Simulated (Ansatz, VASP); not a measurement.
**Cross-check of SiO2 (Stishovite) between VASP and Ansatz**

Wanted: the spread between two codes on one cell, functional and k mesh.

Method: plane waves, with VASP 6.6.1 beside it; G0W0 gap at PBE, in Ansatz 0.2.0.

## Step 1: Set-up

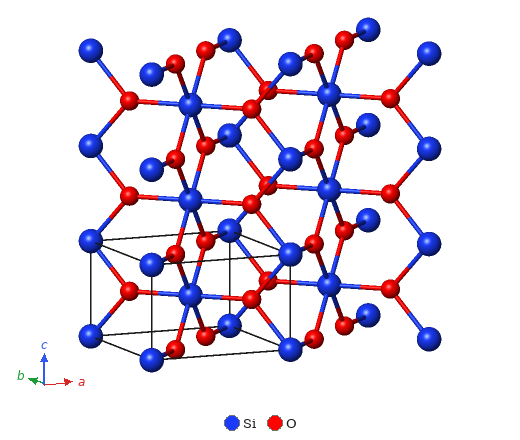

The starting structure, seen slightly off an axis (silicon blue, oxygen red). 2×1×3 cells are drawn. Some periodic images of atoms are drawn too.

## Step 2: Ansatz: G0W0 gap, PBE

Ansatz runs on its default PAW (the set named soft_2) files.

Quasiparticle shifts depend on high empty states and on the cores, so they are the hardest test of two PAW sets.

Contents of input.yaml:

```yaml
crystal:
  lattice:
    - [4.1773, 0.0, 0.0]
    - [0.0, 4.1773, 0.0]
    - [0.0, 0.0, 2.6652]
  atoms:
    - { symbol: Si, position: [0.0, 0.0, 0.0] }
    - { symbol: Si, position: [0.5, 0.5, 0.5] }
    - { symbol: O, position: [0.3059, 0.3059, 0.0] }
    - { symbol: O, position: [0.1941, 0.8059, 0.5] }
    - { symbol: O, position: [0.6941, 0.6941, 0.0] }
    - { symbol: O, position: [0.8059, 0.1941, 0.5] }
hamiltonian:
  xc: pbe
  pseudopotentials: { kind: paw }
kpoints:
  mp_grid: { grid: [6, 6, 8] }
scf:
  occupations: { method: fixed }
gw:
  n_empty_bands: 96
  ecut_chi: 100.0
  qp_bands: [v2, c2]
  qp_kpoints: band_edges
  screening: { model: contour_deformation }
```

On the command line:

```sh
$ ansatz run input.yaml --threads 4 --pin off --max-ram 9216MiB --backend cpu --events-out ev --progress --plain --runs-dir out
```

Numbers of over 12 decimals in the logs are rounded to 6 here.

The log of the run:

```text
Engine: ansatz 0.2.0, aarch64-unknown-linux-gnu
Pseudopotentials: kind: paw
Pseudopotential: Si, paw, valence charge 4, recommended cutoff 420 eV (normal), Si.paw.azcp
Pseudopotential: O, paw, valence charge 6, recommended cutoff 420 eV (normal), O.paw.azcp
Functional definition: PBE
  parameter kappa = 0.804
  parameter beta = 0.066725
  exchange = pbe_x(kappa = kappa, mu = beta*pi^2/3)
  correlation = pbe_c(beta = beta)
Crystal: 6 atoms, lattice volume = 46.507 Å³
Basis set: ecut = 420 eV, 913 PW (Γ)
Bands: 22, of which v1, the nominal top of the filled ones, is band 16 counted from 1 (15 counted from 0)
Symmetry: 16 space group operations
Space group: P42/mnm (ITA 136), of the structure as read, at distance tolerance 3.6e-5 Å
k-points: 50 of 288
Non-local potential: Si, projectors of the file, l = 0: 2, l = 1: 2, l = 2: 2
Non-local potential: O, projectors of the file, l = 0: 2, l = 1: 2, l = 2: 1
PAW form: soft (Blöchl's): semilocal exchange-correlation on the pseudo side does not see the compensation charge
PAW one-centre angular grid: Si, 110 points (default); XC on 64 Gauss nodes
PAW one-centre angular grid: O, 110 points (default); XC on 64 Gauss nodes
Initial density: superposition of atomic densities (neutral atoms: chi_scale 0, normalization atom), corrected by the library's trained network
Initial wavefunctions: pseudopotential atomic-orbital guess
Functional: x = pbe(κ = 0.804, μ = 0.219515), c = pbe(β = 0.066725)
SCF iter   1: F=—  HF=-3546.960010 eV  |F-HF|=—  |Δ(HF+E_count)|=         —  Δρ=3.29e-3  dr2=1.87e-3  ethr=1.77e-3  ⟨swp⟩=4.4  Hψ=4997  notcnv=0  defer=199
preconditioner: auto → none  [insulator: Δε(μ)=5.641 eV  Ē_g=18.849 eV  n_scr=10 (ndim 8)  ℏωp=30.8 eV  f_vac=0.000  ε∞_Penn≈3.7]
SCF iter   2: F=—  HF=-3546.960592 eV  |F-HF|=—  |Δ(HF+E_count)|=   5.82e-4  Δρ=1.55e-3  dr2=3.69e-4  ethr=5.85e-6  ⟨swp⟩=2.0  Hψ=2341  notcnv=0  defer=200
SCF iter   3: F=—  HF=-3546.960666 eV  |F-HF|=—  |Δ(HF+E_count)|=   7.42e-5  Δρ=6.81e-4  dr2=5.75e-5  ethr=1.15e-6  ⟨swp⟩=2.0  Hψ=1712  notcnv=0  defer=200
SCF iter   4: F=—  HF=-3546.960718 eV  |F-HF|=—  |Δ(HF+E_count)|=   5.22e-5  Δρ=8.97e-5  dr2=2.14e-6  ethr=1.80e-7  ⟨swp⟩=2.0  Hψ=1802  notcnv=0  defer=187
SCF iter   5: F=—  HF=-3546.960719 eV  |F-HF|=—  |Δ(HF+E_count)|=   4.43e-7  Δρ=2.98e-5  dr2=2.77e-7  ethr=6.69e-9  ⟨swp⟩=2.0  Hψ=1775  notcnv=0  defer=188
SCF iter   6: F=-3546.960719 eV  HF=-3546.960719 eV  |F-HF|=7.87e-9  |Δ(HF+E_count)|=   7.15e-8  Δρ=6.68e-6  dr2=1.24e-8  ethr=3.13e-10  ⟨swp⟩=8.3  Hψ=4213  notcnv=0
SCF 1 converged in 6 iterations: F = -3546.960719 eV  dr2 = 1.24e-8
  greatest PAW one-centre occupation: 0.861 electrons in one spin orbital (limit 2), on the O atom at site 5 (counted from 0), in its partial waves of l = 0
NSCF: frozen V_eff on 50 k-points
G₀W₀ screening: q 1/50
G₀W₀ screening: q 2/50 (q-point 27)
G₀W₀ screening: q 3/50 (q-point 28)
G₀W₀ screening: q 4/50 (q-point 29)
G₀W₀ screening: q 5/50 (q-point 7)
G₀W₀ screening: q 6/50 (q-point 8)
G₀W₀ screening: q 7/50 (q-point 9)
G₀W₀ screening: q 8/50 (q-point 12)
G₀W₀ screening: q 9/50 (q-point 13)
G₀W₀ screening: q 10/50 (q-point 14)
G₀W₀ screening: q 11/50 (q-point 22)
G₀W₀ screening: q 12/50 (q-point 23)
G₀W₀ screening: q 13/50 (q-point 24)
G₀W₀ screening: q 14/50 (q-point 26)
G₀W₀ screening: q 15/50 (q-point 30)
G₀W₀ screening: q 16/50 (q-point 32)
G₀W₀ screening: q 17/50 (q-point 33)
G₀W₀ screening: q 18/50 (q-point 34)
G₀W₀ screening: q 19/50 (q-point 37)
G₀W₀ screening: q 20/50 (q-point 38)
G₀W₀ screening: q 21/50 (q-point 39)
G₀W₀ screening: q 22/50 (q-point 42)
G₀W₀ screening: q 23/50 (q-point 43)
G₀W₀ screening: q 24/50 (q-point 44)
G₀W₀ screening: q 25/50 (q-point 6)
[...]
G₀W₀ screening: q 35/50
G₀W₀ screening: q 36/50
[...]
G₀W₀ screening: q 42/50 (q-point 4)
G₀W₀ screening: q 43/50 (q-point 16)
G₀W₀ screening: q 44/50 (q-point 20)
G₀W₀ screening: q 45/50 (q-point 47)
G₀W₀ screening: q 46/50 (q-point 48)
G₀W₀ screening: q 47/50 (q-point 49)
G₀W₀ screening: q 48/50 (q-point 5)
G₀W₀ screening: q 49/50 (q-point 46)
G₀W₀ screening: q 50/50
G₀W₀ self-energy: k 1/8
G₀W₀ self-energy: k 2/8
G₀W₀ self-energy: k 3/8
G₀W₀ self-energy: k 4/8
G₀W₀ self-energy: k 5/8
G₀W₀ self-energy: k 6/8
G₀W₀ self-energy: k 7/8
G₀W₀ self-energy: k 8/8
SCF converged after 6 iterations
Free energy (F): -3546.960719 eV
Harris-Foulkes:  -3546.960719 eV  (|F-HF|=7.87e-9)
Internal energy: -3546.960719 eV  (E = F + TS)
E sigma→0 (E₀):  -3546.960719 eV
Fermi energy:    10.614107 eV
--- Per-component energies (eV) ---
  E_band       = 67.131278
  E_kinetic    = 816.392055
  E_local      = -1217.956277  (includes V_loc(G=0)·N_el)
  E_nonlocal   = 236.754117
  E_hartree    = 432.618315
  E_xc         = -412.521500
  E_vxc        = -480.384583  (∫ρ·V_xc dr)
  E_paw        = -1662.067012  (= ΣΔE_a)
  E_vpaw       = -152.924165  (= ΣTr[D̂ρ^β])
  E_aug_tail   = 0.010137  (compensation charges beyond the density's cutoff)
  E_ewald      = -1740.190554
  E_smearing   = -0.000000  (= −TS)
  E_closure    = -0.000000  (closes the sum)
  Σ components = -3546.960719   (vs F -3546.960719, Δ=0.00e0)
--- Band table (eV; the first three rows and the last of 50) ---
  k-point 0: bands = [... 12 lower, 8.1105, 9.7314, 9.7314, 10.6141, 16.2518, 17.3546, 19.1611, 19.1611, ... 2 higher]
  k-point 1: bands = [... 12 lower, 7.3913, 9.5791, 9.5791, 10.4248, 16.9779, 18.4473, 20.0509, 20.0509, ... 2 higher]
  k-point 2: bands = [... 12 lower, 6.2115, 9.0994, 9.0994, 9.8225, 18.1333, 20.5075, 20.8544, 21.9269, ... 2 higher]
  k-point 49: bands = [... 12 lower, 8.8527, 8.8527, 9.0544, 9.0544, 17.8306, 17.8306, 21.6731, 21.6731, ... 2 higher]
--- G₀W₀: contour deformation, 5 samples at zero and on the imaginary axis and 2 off it, 288 q-points, 96 empty bands' worth ---
  eigenvalues of the whole cell's RPA ε∞ on this k-mesh (on a slab, of 1 + 4πα/V) = 3.2607, 3.2607, 3.4194; static W/v taken at q = 0 is 0.301008
  bands read: the sum over 112 bands ends inside a degenerate multiplet in 1 slot, whose members it reads at an even weight; the widest, k=1: bands 112 to 113 (counted from 1) at 1/2 each
  gw.qp_kpoints: band_edges: 8 of 50 stored k-points solved, in 1 pass; an edge of the gap read off the rows below is read off those points alone
    valence top: of the k-points left out ik 10 came nearest to being solved in a further pass, in band 16 (counted from 1, as in the quasiparticle table): it holds the edge there only if its correction is more favourable than any solved in that band by at least 0.732 eV; those differ by 0.373 eV
    conduction bottom: of the k-points left out ik 44 came nearest to being solved in a further pass, in band 18 (counted from 1, as in the quasiparticle table): it holds the edge there only if its correction is more favourable than any solved in that band by at least 1.529 eV; those differ by 0.435 eV
    ik  band        ε_KS         Σx   Σc(E_QP)       V_xc       Z   E_QP_lin       E_QP  E_QP is
     0    15      9.7314   -27.7745     4.7249   -22.0647  0.8179     8.7409     8.7464  root
     0    16     10.6141   -28.2590     4.9938   -22.2747  0.8156     9.6179     9.6236  root
     0    17     16.2518   -13.8446    -4.2441   -19.8111  0.8498    17.9867    17.9742  root
     0    18     17.3546    -7.7500    -4.3918   -13.5787  0.8633    18.8002    18.7915  root
     1    15      9.5791   -27.6673     4.7516   -21.8995  0.8174     8.5569     8.5629  root
     1    16     10.4248   -28.0899     5.0109   -22.0477  0.8153     9.3873     9.3935  root
     1    17     16.9779   -14.1545    -4.2632   -20.2791  0.8458    18.8545    18.8392  root
     1    18     18.4473    -8.6765    -4.4895   -14.8009  0.8561    20.0946    20.0822  root
     5    15      9.6824   -27.7422     4.7471   -21.9950  0.8176     8.6765     8.6823  root
     5    16     10.3972   -28.0199     4.9686   -22.0269  0.8156     9.3667     9.3728  root
     5    17     16.6924   -13.9509    -4.2237   -19.9545  0.8477    18.4860    18.4724  root
     5    18     17.5982    -7.9629    -4.4193   -13.8589  0.8617    19.0844    19.0749  root
     6    15      9.5219   -27.6195     4.7736   -21.8123  0.8171     8.4821     8.4883  root
     6    16     10.2776   -27.9732     4.9947   -21.9304  0.8152     9.2231     9.2296  root
     6    17     17.3015   -14.0500    -4.3040   -20.2523  0.8448    19.2161    19.1997  root
     6    18     18.6550    -8.8851    -4.5268   -15.0887  0.8545    20.3451    20.3317  root
    20    15      9.4729   -27.5659     4.8026   -21.7053  0.8166     8.4083     8.4149  root
    20    16     10.2146   -27.8608     4.9492   -21.8640  0.8155     9.1605     9.1670  root
    20    17     16.9796   -13.4445    -4.2561   -19.4979  0.8478    18.7911    18.7769  root
    20    18     17.8464    -8.6647    -4.4401   -14.6516  0.8586    19.4039    19.3933  root
    21    15      9.3741   -27.5145     4.8220   -21.6165  0.8162     8.2912     8.2981  root
    21    16     10.1564   -27.8965     4.9747   -21.8660  0.8153     9.0939     9.1006  root
    21    17     17.5316   -13.7449    -4.3486   -20.0106  0.8446    19.4657    19.4488  root
    21    18     18.8537    -9.3936    -4.5623   -15.6920  0.8519    20.6045    20.5898  root
    45    15      8.3295   -26.6549     5.1852   -20.1066  0.8091     6.9533     6.9664  root
    45    16      8.3295   -26.6549     5.1852   -20.1066  0.8091     6.9533     6.9664  root
    45    17     18.0770   -10.9777    -4.5772   -17.3758  0.8499    19.9138    19.8979  root
    45    18     18.0770   -10.9777    -4.5772   -17.3758  0.8499    19.9138    19.8979  root
    49    15      9.0544   -27.4300     5.1636   -21.0266  0.8111     7.8047     7.8147  root
    49    16      9.0544   -27.4300     5.1636   -21.0266  0.8111     7.8047     7.8147  root
    49    17     17.8306   -11.7854    -4.4025   -18.0596  0.8510    19.7181    19.7023  root
    49    18     17.8306   -11.7854    -4.4025   -18.0596  0.8510    19.7181    19.7023  root
```

The job ended after 3.1 min (4 threads of Arm Neoverse N1, shared host; peak memory 0.49 GiB).

(Continued in part 2 of 2.)

[Lines on the potential files, build, host, timing and source positions are cut from VASP's logs without a mark.]

[Logs are printed without paths, hosts, clocks, repeated set-up lines and the standing remarks that a program may print on its own settings, such as how far it seeks lower states.]

[Hosts, paths, dates, database ids (printed as entryN), source tags and the programs' standing remarks are cut or masked in the printed files.]
